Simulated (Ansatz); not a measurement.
| atom | x (Å) | y (Å) | z (Å) |
| --- | --- | --- | --- |
| Al | -1.2416 | 0.7870 | -0.9673 |
| N | 0.5596 | 0.1151 | 1.5882 |
| C | -0.0040 | -0.4522 | -1.4990 |
| H | 0.5993 | -0.5441 | 0.7986 |
| H | -2.6192 | 1.2938 | -0.3511 |
| H | 1.5135 | 0.4433 | 1.7758 |
| H | 0.2440 | -0.4101 | 2.4111 |
| H | -0.1196 | -0.9217 | -2.4973 |
| H | 1.0681 | -0.3111 | -1.2590 |

Not at a stationary point (largest force 0.7 eV/Å).

All numbers below come from Ansatz 0.2.0, UKS PBE-D4/def2-SVP.

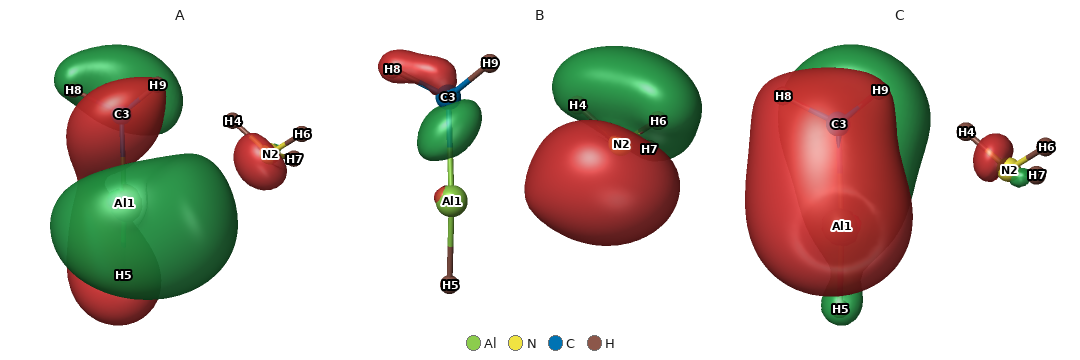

CH3Al···NH3. Three frontier orbitals at ±0.08 Å⁻³ᐟ² (green and red are the two phases), in no order.

### Which picture is the HOMO−1, the HOMO and the LUMO?

B is the HOMO−1 (−6.19 eV). By Hirshfeld shares it lies mainly on N2 (about 75 %); largely a lone pair of N2. C is the HOMO (−4.34 eV). Its weight (Hirshfeld) is mainly on C3 (about 55 %) and Al1 (about 35 %). A is the LUMO (−1.94 eV). It lies mainly on Al1 (about 60 %), C3 (about 20 %) and H5 (about 10 %).

### What is the HOMO–LUMO gap?

2.40 eV between the orbital energies.
